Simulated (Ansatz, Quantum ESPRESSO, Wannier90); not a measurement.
# zigzag Rh chain, bond 2.30 Å, width 1.6 Å: Wannier functions and conductance, part 3 of 5

How many channels does the wire offer, and does a small Wannier basis get them right? The wire: zigzag Rh chain, bond 2.30 Å, width 1.6 Å.

Quantum ESPRESSO 7.5 and Wannier90 3.1.0; plane-wave DFT, LDA, GBRV ultrasoft pseudopotentials; cross-check by Ansatz 0.2.0 with PAW datasets.

So far. Step 2 (Self-consistent run): The run needed 14 iterations to bring the estimated error under 1e-07 Ry; the largest force on any atom, held or free, is 0.86 eV/Å.

**6. Localisation, bands and conductance**

Level of this step: maximally localised Wannier functions and ballistic conductance; plane-wave DFT, LDA, GBRV ultrasoft pseudopotentials (Wannier90).

After disentangling and localising, transport_mode = bulk builds principal layers from hoppings within dist_cutoff and counts open channels.

Contents of wan.win:

```
num_wann = 18
num_bands = 39
num_iter = 200
num_print_cycles = 20
conv_tol = 1e-8
conv_window = 5
guiding_centres = true
dis_num_iter = 1500
dis_conv_tol = 1e-8
dis_win_min = -12.8959
dis_win_max = 7.1041
dis_froz_max = -0.3959
search_shells = 120
fermi_energy = -1.8959

transport = true
transport_mode = bulk
one_dim_axis = z
dist_cutoff = 16.42
dist_cutoff_mode = one_dim
tran_win_min = -4.0
tran_win_max = 2.0
tran_energy_step = 0.02

bands_plot = true
bands_num_points = 96
begin kpoint_path
G 0.0 0.0 0.0 Z 0.0 0.0 0.5
end kpoint_path

begin projections
Rh:s;p;d
end projections

begin unit_cell_cart
ang
  9.0000000000 0.0000000000 0.0000000000
  0.0000000000 8.0000000000 0.0000000000
  0.0000000000 0.0000000000 3.3045423284
end unit_cell_cart

begin atoms_frac
  Rh -0.0888888889 0.0000000000 0.0000000000
  Rh 0.0888888889 0.0000000000 0.5000000000
end atoms_frac

mp_grid = 1 1 10
begin kpoints
  0.0 0.0 0.0000000000
  0.0 0.0 0.1000000000
  0.0 0.0 0.2000000000
  0.0 0.0 0.3000000000
  0.0 0.0 0.4000000000
  0.0 0.0 0.5000000000
  0.0 0.0 0.6000000000
  0.0 0.0 0.7000000000
  0.0 0.0 0.8000000000
  0.0 0.0 0.9000000000
end kpoints
```

On the command line:

```
$ OMP_NUM_THREADS=1 wannier90.x wan > wan.run.log
```

The log of the run:

```text
[banner, memory and clock lines left out]
+---------------------------------------------------+
             |                                                   |
             |                   WANNIER90                       |
             |                                                   |
             +---------------------------------------------------+
             |                                                   |
             |        Welcome to the Maximally-Localized         |
             |        Generalized Wannier Functions code         |
             |                             |
             |                                                   |
             |                                                   |
             |  Wannier90 Developer Group:                       |
             |    Giovanni Pizzi    (EPFL)                       |
             |    Valerio Vitale    (Cambridge)                  |
             |    David Vanderbilt  (Rutgers University)         |
             |    Nicola Marzari    (EPFL)                       |
             |    Ivo Souza         (Universidad del Pais Vasco) |
             |    Arash A. Mostofi  (Imperial College London)    |
             |    Jonathan R. Yates (University of Oxford)       |
             |                                                   |
             |  For the full list of Wannier90 3.x authors,      |
             |  please check the code documentation and the      |
             |  README on the GitHub page of the code            |
             |                                                   |
             |                                                   |
             |                                                   |
             |  [ref] "Wannier90 as a community code:            |
             |        new features and applications",            |
             |        165902 (2020).                             |
             |            |
             |                                                   |
             |  in any publications arising from the use of      |
             |                                                   |
             |  [ref] "Maximally Localized Generalised Wannier   |
             |         Functions for Composite Energy Bands"     |
             |         N. Marzari and D. Vanderbilt              |
             |         Phys. Rev. B 56 12847 (1997)              |
             |                                                   |
             |  [ref] "Maximally Localized Wannier Functions     |
             |         for Entangled Energy Bands"               |
             |         I. Souza, N. Marzari and D. Vanderbilt    |
             |         Phys. Rev. B 65 035109 (2001)             |
             |                                                   |
             |                                                   |
             | Copyright (c) 1996-2020                           |
             |        The Wannier90 Developer Group and          |
             |        individual contributors                    |
             |                                                   |
             |      Release: 3.1.0        5th March    2020      |
             |                                                   |
             | This program is free software; you can            |
             | redistribute it and/or modify it under the terms  |
             | of the GNU General Public License as published by |
             | the Free Software Foundation; either version 2 of |
             | the License, or (at your option) any later version|
             |                                                   |
             | This program is distributed in the hope that it   |
             | will be useful, but WITHOUT ANY WARRANTY; without |
             | even the implied warranty of MERCHANTABILITY or   |
             | FITNESS FOR A PARTICULAR PURPOSE. See the GNU     |
             | General Public License for more details.          |
             |                                                   |
             | You should have received a copy of the GNU General|
             | Public License along with this program; if not,   |
             | write to the Free Software Foundation, Inc.,      |
             | 675 Mass Ave, Cambridge, MA 02139, USA.           |
             |                                                   |
             +---------------------------------------------------+
[date or host left out]
             +---------------------------------------------------+

 ******************************************************************************
 * -> Using CODATA 2006 constant values                                       *
 *    (                      *
 * -> Using Bohr value from CODATA                                            *
 ******************************************************************************

 Running in serial (with parallel executable)

                                    ------
                                    SYSTEM
                                    ------

                              Lattice Vectors (Ang)
                    a_1     9.000000   0.000000   0.000000
                    a_2     0.000000   8.000000   0.000000
                    a_3     0.000000   0.000000   3.304542

                   Unit Cell Volume:     237.92705  (Ang^3)

                        Reciprocal-Space Vectors (Ang^-1)
                    b_1     0.698132   0.000000   0.000000
                    b_2     0.000000   0.785398   0.000000
                    b_3     0.000000   0.000000   1.901378

 *----------------------------------------------------------------------------*
 |   Site       Fractional Coordinate          Cartesian Coordinate (Ang)     |
 +----------------------------------------------------------------------------+
 | Rh   1  -0.08889   0.00000   0.00000   |   -0.80000   0.00000   0.00000    |
 | Rh   2   0.08889   0.00000   0.50000   |    0.80000   0.00000   1.65227    |
 *----------------------------------------------------------------------------*
                                ------------
                                K-POINT GRID
                                ------------

             Grid size =  1 x  1 x 10      Total points =   10

 *---------------------------------- MAIN ------------------------------------*
 |  Number of Wannier Functions               :                18             |
 |  Number of Objective Wannier Functions     :                18             |
 |  Number of input Bloch states              :                39             |
[...]
Delta: O_D= -0.3763152E-01 O_OD= -0.7759153E-01 O_TOT= -0.1152230E+00 <-- DLTA
 Cycle:     60
[...]
Sum of centres and spreads (  3.350412, -1.512608,  8.258552 )    42.26945717

     60    -0.201E-01     0.9438045726       42.2694571719       2.34  <-- CONV
        O_D=      0.5471240 O_OD=     10.3522940 O_TOT=     42.2694572 <-- SPRD
 Delta: O_D=  0.1760381E-01 O_OD= -0.3769258E-01 O_TOT= -0.2008877E-01 <-- DLTA
 Cycle:     80
[...]
Sum of centres and spreads (  3.317512, -1.339744,  8.258582 )    42.13883947

     80    -0.120E-01     3.0516026939       42.1388394671       2.40  <-- CONV
        O_D=      0.5107101 O_OD=     10.2580902 O_TOT=     42.1388395 <-- SPRD
 Delta: O_D= -0.8060862E-02 O_OD= -0.3975390E-02 O_TOT= -0.1203625E-01 <-- DLTA
 Cycle:    100
[...]
Sum of centres and spreads (  3.399415, -1.413607,  8.258500 )    44.49899186

    100     0.129E+01    47.7693092367       44.4989918553       2.45  <-- CONV
        O_D=      0.6745664 O_OD=     12.4543862 O_TOT=     44.4989919 <-- SPRD
 Delta: O_D= -0.6633873E-01 O_OD=  0.1354636E+01 O_TOT=  0.1288297E+01 <-- DLTA

 Writing checkpoint file wan.chk... done

 Cycle:    120
[...]
Sum of centres and spreads (  3.259555, -1.442631,  8.259268 )    42.03080850

    120    -0.312E-02     1.1627967919       42.0308085034       2.51  <-- CONV
        O_D=      0.5012068 O_OD=     10.1595625 O_TOT=     42.0308085 <-- SPRD
 Delta: O_D= -0.1783987E-02 O_OD= -0.1334305E-02 O_TOT= -0.3118292E-02 <-- DLTA
 Cycle:    140
[...]
Sum of centres and spreads (  3.256217, -1.426392,  8.259281 )    42.01928318

    140    -0.610E-04     0.7108729511       42.0192831822       2.56  <-- CONV
        O_D=      0.4968961 O_OD=     10.1523479 O_TOT=     42.0192832 <-- SPRD
 Delta: O_D= -0.2306602E-04 O_OD= -0.3797342E-04 O_TOT= -0.6103944E-04 <-- DLTA
 Cycle:    160
[...]
Sum of centres and spreads (  3.255361, -1.421206,  8.259284 )    42.01645534

    160    -0.151E-03     0.6859325772       42.0164553435       2.62  <-- CONV
        O_D=      0.4956764 O_OD=     10.1507397 O_TOT=     42.0164553 <-- SPRD
 Delta: O_D= -0.6552099E-04 O_OD= -0.8587108E-04 O_TOT= -0.1513921E-03 <-- DLTA
 Cycle:    180
[...]
Sum of centres and spreads (  3.254873, -1.418797,  8.259286 )    42.01498250

    180    -0.280E-04     0.5111308221       42.0149825023       2.67  <-- CONV
        O_D=      0.4950949 O_OD=     10.1498484 O_TOT=     42.0149825 <-- SPRD
 Delta: O_D= -0.8903098E-05 O_OD= -0.1910535E-04 O_TOT= -0.2800845E-04 <-- DLTA
 Cycle:    200
[...]
Sum of centres and spreads (  3.254482, -1.415016,  8.259287 )    42.01377186

    200    -0.312E-04     0.4733561983       42.0137718608       2.73  <-- CONV
        O_D=      0.4945942 O_OD=     10.1491385 O_TOT=     42.0137719 <-- SPRD
 Delta: O_D= -0.1212460E-04 O_OD= -0.1904366E-04 O_TOT= -0.3116826E-04 <-- DLTA

 Writing checkpoint file wan.chk... done

 Final State
[...]
WF centre and spread   11  (  0.011947, -1.812763, -1.649014 )     4.53347696
  WF centre and spread   12  (  1.471208, -0.771482,  1.652456 )     4.58587877
  WF centre and spread   13  (  1.406947,  1.529717,  1.653127 )     3.26380870
  WF centre and spread   14  (  0.811992,  0.000554,  1.652295 )     0.97043836
  WF centre and spread   15  (  0.780139, -0.001794,  1.647812 )     0.90708356
  WF centre and spread   16  (  0.803041, -0.000037,  1.652998 )     0.81700912
  WF centre and spread   17  (  0.832018, -0.013372,  1.652059 )     0.87575511
  WF centre and spread   18  (  0.763688,  0.009163,  1.652236 )     0.85423509
  Sum of centres and spreads (  3.254482, -1.415016,  8.259287 )    42.01377186

         Spreads (Ang^2)       Omega I      =    31.370039188
        ================       Omega D      =     0.494594215
                               Omega OD     =    10.149138458
    Final Spread (Ang^2)       Omega Total  =    42.013771861
 Time for wannierise            0.548 (sec)

 Writing checkpoint file wan.chk... done

 *---------------------------------------------------------------------------*
 |                               PLOTTING                                    |
 *---------------------------------------------------------------------------*

 Translated centres
    translation centre in fractional coordinate:  0.000000  0.000000  0.250000
  WF centre     1  ( -1.858720, -0.489699, -0.074222 )
  WF centre     2  (  4.058947, -0.802808, -0.004618 )
  WF centre     3  ( -1.419053, -0.234993,  1.659181 )
  WF centre     4  ( -1.425958,  1.274477,  0.002464 )
  WF centre     5  ( -0.764556, -0.006952, -0.003331 )
  WF centre     6  ( -0.843170, -0.006862,  0.073723 )
  WF centre     7  ( -0.803686,  0.011658,  0.002766 )
  WF centre     8  ( -0.811384, -0.083724, -0.000091 )
  WF centre     9  ( -0.752183,  0.021885, -0.000273 )
  WF centre    10  (  0.993265, -0.037985, -0.005738 )
  WF centre    11  (  0.011947, -1.812763,  1.655529 )
  WF centre    12  (  1.471208, -0.771482,  1.652456 )
  WF centre    13  (  1.406947,  1.529717,  1.653127 )
  WF centre    14  (  0.811992,  0.000554,  1.652295 )
  WF centre    15  (  0.780139, -0.001794,  1.647812 )
  WF centre    16  (  0.803041, -0.000037,  1.652998 )
  WF centre    17  (  0.832018, -0.013372,  1.652059 )
  WF centre    18  (  0.763688,  0.009163,  1.652236 )

 Calculating interpolated band-structure

 Time to calculate interpolated band structure       0.032 (sec)

 Time for plotting              0.036 (sec)

 *---------------------------------------------------------------------------*
 |                              TRANSPORT                                    |
 *---------------------------------------------------------------------------*

 Calculation of Quantum Conductance and DoS: bulk mode

 Maximum imaginary part of the real-space Hamiltonian:     0.166068

     Maximum real part of the real-space Hamiltonian at each lattice point
            Lattice point R           Max |H_ij(R)|
                  -6                     0.000000
                  -5                     0.010328
                  -4                     0.032288
                  -3                     0.062005
                  -2                     0.230162
                  -1                     1.234123
                   0                     4.268678
                   1                     1.234123
                   2                     0.230162
                   3                     0.062005
                   4                     0.032288
                   5                     0.010328
                   6                     0.000000

 Number of unit cells inside the principal layer:     5
 Number of Wannier Functions inside the principal layer:    90

 Calculating quantum conductance and density of states... done

 Time for transport            15.014 (sec)
 Total Execution Time          17.877 (sec)

 *===========================================================================*
 |                             TIMING INFORMATION                            |
 *===========================================================================*
 |    Tag                                                Ncalls      Time (s)|
 |---------------------------------------------------------------------------|
 |kmesh: get                                        :         1         0.012|
 |overlap: allocate                                 :         1         0.000|
 |overlap: read                                     :         1         0.077|
 |dis: main                                         :         1         2.184|
 |wann: main                                        :         1         0.548|
 |plot: main                                        :         1         0.036|
 |tran: main                                        :         1        15.014|
 *---------------------------------------------------------------------------*

 All done: wannier90 exiting
[key lines of the parts left out:]
|  Fermi energy (eV)                         :            -1.896             |
```

Wall time 18 s (1 MPI rank of Arm Neoverse V1, shared host); peak memory 0.09 GiB.

Numbers from this step:

| Property | Result |
| --- | --- |
| lead channels at the Fermi level, one spin | 6.000 |
| total spread | 42.01 Å² |
| gauge-invariant spread | 31.37 Å² |
| largest misfit to plane-wave levels between mesh points, inside the frozen window | 0.07013 eV |

Per spin. The quantum conductance of the perfect wire, open channels by energy, zero at the Fermi level:

```tsv
energy (eV)	quantum conductance of the perfect wire, open channels
-4.000	1
-3.500	3
-3.000	3
-2.500	3
-2.000	2
-1.500	1
-1.020	2
-0.500	3
0.000	6.00
0.500	2
1.000	2
1.500	2
2.000	2
```

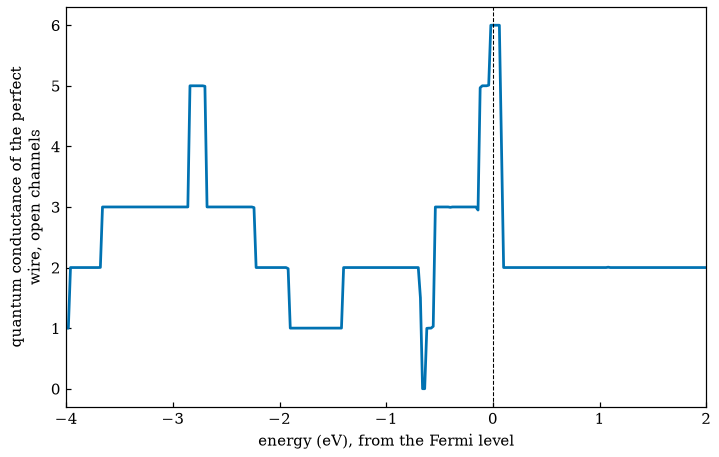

Quantum conductance of the perfect wire, open channels against energy.

Wannier functions:

```tsv
no.	x (Å)	y (Å)	z (Å)	spread (Å²)
1	-1.859	-0.4897	-0.07422	2.683
2	4.059	-0.8028	-0.004618	5.238
3	-1.419	-0.235	-1.645	5.616
4	-1.426	1.274	0.002464	3.445
5	-0.7646	-0.006952	-0.003331	0.9689
6	-0.8432	-0.006862	0.07372	0.9842
7	-0.8037	0.01166	0.002766	0.8339
8	-0.8114	-0.08372	-9.10e-5	0.9123
9	-0.7522	0.02189	-2.73e-4	0.859
10	0.9933	-0.03798	-0.005738	3.666
11	0.01195	-1.813	-1.649	4.533
12	1.471	-0.7715	1.652	4.586
13	1.407	1.53	1.653	3.264
14	0.812	5.54e-4	1.652	0.9704
15	0.7801	-0.001794	1.648	0.9071
16	0.803	-3.70e-5	1.653	0.817
17	0.832	-0.01337	1.652	0.8758
18	0.7637	0.009163	1.652	0.8542
```

The electronic bands at the labelled points (eV, zero at the Fermi level; # counts the bands kept):

```tsv
point	#6	#7	#8	#9	#10	#11	#12	#13
Γ	-1.43	-0.62	-0.04	0.08	0.09	1.06	1.08	2.62
Z	-1.71	-0.40	-0.40	0.03	0.03	2.36	2.39	4.80
```

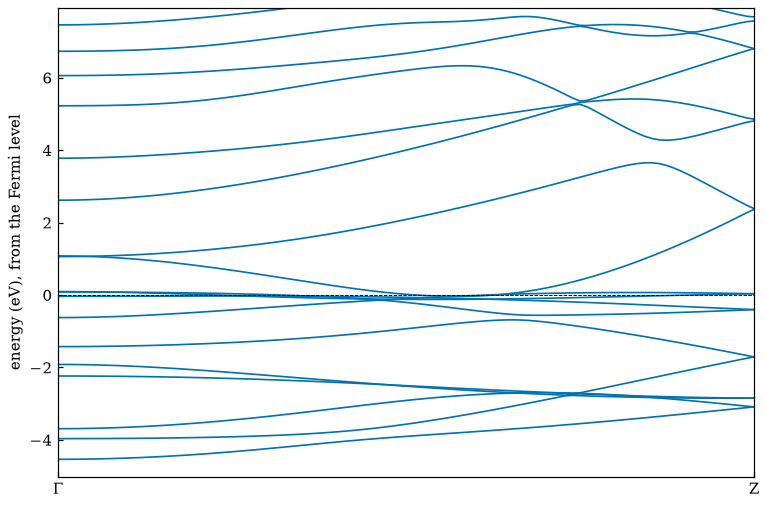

Electronic bands along the path.

Bands and channels are those of the Wannier model: bands that were not projected, and all outside the frozen window, are missing or only approximate.

Disentanglement stopped at its cap on iterations, so these spreads are not final.

At least 1 of the functions sits far from every atom, off the bonds: the outer window has let in states of the vacuum, so the basis is not the atomic one that was projected.

**7. Neighbour list from wannier90 -pp, with dist_cutoff = 3.97**

A sensitivity test on the input.

wan_w.win, as its differences from the input of step 6:

```diff
@@ -18,3 +18,3 @@
 one_dim_axis = z
-dist_cutoff = 16.42
+dist_cutoff = 3.97
 dist_cutoff_mode = one_dim
```

On the command line:

```
$ OMP_NUM_THREADS=1 wannier90.x -pp wan_w > wan_w.pp.log
```

It took 0.46 s on 1 MPI rank; peak memory 0.09 GiB.

**8. Overlaps and projections**

The same post-processing, on the changed run.

Contents of wan_w.p2w.in:

```
&inputpp
  prefix = 'nscf'
  outdir = './out'
  seedname = 'wan_w'
  write_mmn = .true.
  write_amn = .true.
  write_unk = .false.
/
```

On the command line:

```
$ OMP_NUM_THREADS=1 mpirun -n 2 pw2wannier90.x -in wan_w.p2w.in > wan_w.p2w.out
```

The job ended after 8 s (2 MPI ranks; peak memory 0.17 GiB; 16 s of CPU time).

[end of part 3 of 5]

[Logs are printed without paths, hosts, clocks, repeated set-up lines and the standing remarks that a program may print on its own settings, such as how far it seeks lower states.]

[Hosts, paths, dates, database ids (printed as entryN), source tags and the programs' standing remarks are cut or masked in the printed files.]

[Maps of the electrostatic potential energy from Ansatz leave out the sawtooth potential of an applied field or a dipole correction, so their vacuum need not be flat; planar profiles and work functions include it.]
